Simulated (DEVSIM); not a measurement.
System: Ru/SiO2/n-Si capacitor, at 250 K.

```csv
layer (left to right),material,thickness (nm),Nd (cm⁻³)
1,SiO2,5.40,-
2,Si,4900,2.8e16
```

Metal gate on the left, work function 4.7 eV. Fixed charge at the semiconductor interface -3.3e10 cm⁻² (in units of +e); no interface traps.

Constants are typed, rounded textbook-type inputs, not results; the design itself was drawn at random and stands for no fabricated device. Values at 300 K; Nc and Nv go as T^1.5, mobilities as T to minus their exponent, the gap by Varshni's rule with the affinity fixed.

| parameter | SiO2 | Si |
|---|---|---|
| gap (eV) | 9 | 1.124 |
| affinity (eV) | 0.9 | 4.05 |
| permittivity | 3.9 | 11.7 |
| Nc (cm⁻³) | - | 2.86e19 |
| Nv (cm⁻³) | - | 3.1e19 |
| Varshni α (eV/K) | - | 0.000473 |
| Varshni β (K) | - | 636 |

Simulated with DEVSIM: 1D Poisson equation in equilibrium, Boltzmann statistics, complete ionisation; no quantum confinement or tunnelling. Metal contacts follow the ideal Schottky-Mott rule: no Fermi-level pinning, no interface dipoles.

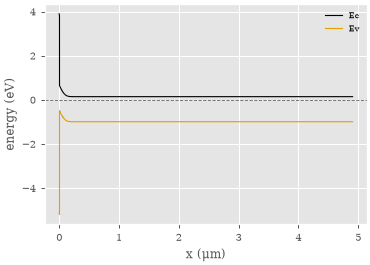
Figure: Band edges at -0.1 V on the gate

Energies count from the Fermi level of the right contact; mesh points crowd at the junctions.

```json
[
 {"x (μm)": "0.000", "Ec (eV)": "3.900", "Ev (eV)": "-5.100", "n (cm⁻³)": "< 1e2", "p (cm⁻³)": "< 1e2", "field (V/cm)": "-180000"},
 {"x (μm)": "0.001143", "Ec (eV)": "3.880", "Ev (eV)": "-5.120", "n (cm⁻³)": "< 1e2", "p (cm⁻³)": "< 1e2", "field (V/cm)": "-180000"},
 {"x (μm)": "0.002965", "Ec (eV)": "3.847", "Ev (eV)": "-5.153", "n (cm⁻³)": "< 1e2", "p (cm⁻³)": "< 1e2", "field (V/cm)": "-180000"},
 {"x (μm)": "0.004565", "Ec (eV)": "3.818", "Ev (eV)": "-5.182", "n (cm⁻³)": "< 1e2", "p (cm⁻³)": "< 1e2", "field (V/cm)": "-180000"},
 {"x (μm)": "0.006104", "Ec (eV)": "0.649", "Ev (eV)": "-0.488", "n (cm⁻³)": "1800000", "p (cm⁻³)": "3.5e9", "field (V/cm)": "-65000"},
 {"x (μm)": "0.008305", "Ec (eV)": "0.634", "Ev (eV)": "-0.502", "n (cm⁻³)": "3500000", "p (cm⁻³)": "1.8e9", "field (V/cm)": "-64000"},
 {"x (μm)": "0.01341", "Ec (eV)": "0.602", "Ev (eV)": "-0.534", "n (cm⁻³)": "1.6e7", "p (cm⁻³)": "4.1e8", "field (V/cm)": "-62000"},
 {"x (μm)": "0.03045", "Ec (eV)": "0.504", "Ev (eV)": "-0.632", "n (cm⁻³)": "1.5e9", "p (cm⁻³)": "4200000", "field (V/cm)": "-54000"},
 {"x (μm)": "0.06139", "Ec (eV)": "0.357", "Ev (eV)": "-0.779", "n (cm⁻³)": "1.4e12", "p (cm⁻³)": "4600", "field (V/cm)": "-41000"},
 {"x (μm)": "0.1331", "Ec (eV)": "0.174", "Ev (eV)": "-0.962", "n (cm⁻³)": "6.7e15", "p (cm⁻³)": "< 1e2", "field (V/cm)": "-11000"},
 {"x (μm)": "0.2852", "Ec (eV)": "0.143", "Ev (eV)": "-0.993", "n (cm⁻³)": "2.8e16", "p (cm⁻³)": "< 1e2", "field (V/cm)": "-20"},
 {"x (μm)": "0.8353", "Ec (eV)": "0.143", "Ev (eV)": "-0.993", "n (cm⁻³)": "2.8e16", "p (cm⁻³)": "< 1e2", "field (V/cm)": "≈ 0"},
 {"x (μm)": "1.816", "Ec (eV)": "0.143", "Ev (eV)": "-0.993", "n (cm⁻³)": "2.8e16", "p (cm⁻³)": "< 1e2", "field (V/cm)": "≈ 0"},
 {"x (μm)": "3.432", "Ec (eV)": "0.143", "Ev (eV)": "-0.993", "n (cm⁻³)": "2.8e16", "p (cm⁻³)": "< 1e2", "field (V/cm)": "≈ 0"},
 {"x (μm)": "4.391", "Ec (eV)": "0.143", "Ev (eV)": "-0.993", "n (cm⁻³)": "2.8e16", "p (cm⁻³)": "< 1e2", "field (V/cm)": "≈ 0"},
 {"x (μm)": "4.670", "Ec (eV)": "0.143", "Ev (eV)": "-0.993", "n (cm⁻³)": "2.8e16", "p (cm⁻³)": "< 1e2", "field (V/cm)": "≈ 0"},
 {"x (μm)": "4.802", "Ec (eV)": "0.143", "Ev (eV)": "-0.993", "n (cm⁻³)": "2.8e16", "p (cm⁻³)": "< 1e2", "field (V/cm)": "≈ 0"},
 {"x (μm)": "4.858", "Ec (eV)": "0.143", "Ev (eV)": "-0.993", "n (cm⁻³)": "2.8e16", "p (cm⁻³)": "< 1e2", "field (V/cm)": "≈ 0"},
 {"x (μm)": "4.890", "Ec (eV)": "0.143", "Ev (eV)": "-0.993", "n (cm⁻³)": "2.8e16", "p (cm⁻³)": "< 1e2", "field (V/cm)": "≈ 0"},
 {"x (μm)": "4.899", "Ec (eV)": "0.143", "Ev (eV)": "-0.993", "n (cm⁻³)": "2.8e16", "p (cm⁻³)": "< 1e2", "field (V/cm)": "≈ 0"},
 {"x (μm)": "4.903", "Ec (eV)": "0.143", "Ev (eV)": "-0.993", "n (cm⁻³)": "2.8e16", "p (cm⁻³)": "< 1e2", "field (V/cm)": "≈ 0"},
 {"x (μm)": "4.905", "Ec (eV)": "0.143", "Ev (eV)": "-0.993", "n (cm⁻³)": "2.8e16", "p (cm⁻³)": "< 1e2", "field (V/cm)": "≈ 0"}
]
```
